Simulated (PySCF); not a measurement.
Potential energy curve for SeH, doublet.

Levels: UCCSD = CCSD on UHF/def2-TZVP, 9 core orbitals frozen in PySCF 2.14.0; NEVPT2 = SC-NEVPT2 on CASSCF(7,5)/def2-TZVP, all electrons correlated run with PySCF 2.14.0; UHF/def2-TZVP (PySCF).

Energies are in kcal/mol, each relative to the lowest point of its own curve near equilibrium.

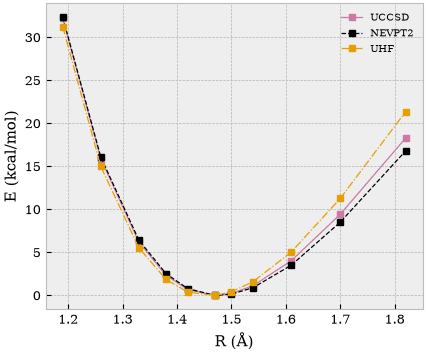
*Energy against bond length for each method.*

```json
[
 {"R / Å": "1.19", "UCCSD": "32.2", "NEVPT2": "32.3", "UHF": "31.2"},
 {"R / Å": "1.26", "UCCSD": "15.9", "NEVPT2": "16.1", "UHF": "15.0"},
 {"R / Å": "1.33", "UCCSD": "6.2", "NEVPT2": "6.4", "UHF": "5.5"},
 {"R / Å": "1.38", "UCCSD": "2.3", "NEVPT2": "2.5", "UHF": "1.9"},
 {"R / Å": "1.42", "UCCSD": "0.7", "NEVPT2": "0.8", "UHF": "0.4"},
 {"R / Å": "1.47", "UCCSD": "0.0", "NEVPT2": "0.0", "UHF": "0.0"},
 {"R / Å": "1.50", "UCCSD": "0.2", "NEVPT2": "0.1", "UHF": "0.4"},
 {"R / Å": "1.54", "UCCSD": "1.1", "NEVPT2": "0.9", "UHF": "1.6"},
 {"R / Å": "1.61", "UCCSD": "4.0", "NEVPT2": "3.5", "UHF": "5.0"},
 {"R / Å": "1.70", "UCCSD": "9.4", "NEVPT2": "8.5", "UHF": "11.3"},
 {"R / Å": "1.82", "UCCSD": "18.3", "NEVPT2": "16.8", "UHF": "21.3"}
]
```

At the longest distance, 1.82 Å, UHF lies highest above its minimum (21.3 kcal/mol) and NEVPT2 lowest (16.8 kcal/mol).

The scan ran from 1.19 to 5.89 Å; beyond the distances shown one of the unrestricted levels run for this scan, shown here or not, changes its spin distribution in one step.
